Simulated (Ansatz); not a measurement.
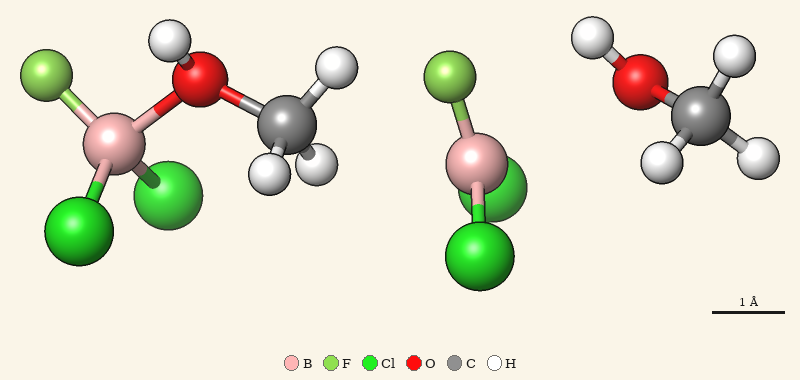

Two geometries of CH$_{4}$BCl$_{2}$FO, drawn at one scale. One is the start of a relaxation, the other its converged end. A ball-and-stick model, seen from a free direction.

Level of theory: RKS CAM-B3LYP-D4/cc-pVDZ (Ansatz). Set-up: no spin polarisation; force threshold 0.03 eV/Å; at most 50 steps.

### Which geometry has the lower energy?

The left one is the relaxed one. The run prepares an end point of a later path (reaction) calculation, from a guessed geometry. After 15 accepted moves (16 points after the start) the energy has fallen by 10.9 kcal/mol. Largest force component: 0.57 eV/Å at the start, 0.013 eV/Å at the end. The line search rejected the trial step at point 1 of the run. The largest move after the best rigid fit is that of a Cl atom, 1.13 Å. Largest moves by element: Cl 1.13 Å, H 0.85 Å, O 0.65 Å, B 0.62 Å, F 0.42 Å, C 0.32 Å. Some distances before and after: B–O 2.602 → 1.641 Å, B–Cl 1.756 → 1.835 Å, B–Cl 1.746 → 1.816 Å, C–O 1.417 → 1.448 Å. New bonds form, among them: B–O (2.60 → 1.64 Å). Among the angles between lasting bonds that change: Cl–B–Cl 121.8° → 115.1°, F–B–Cl 118.2° → 113.2°, O–C–H 111.9° → 107.8°.
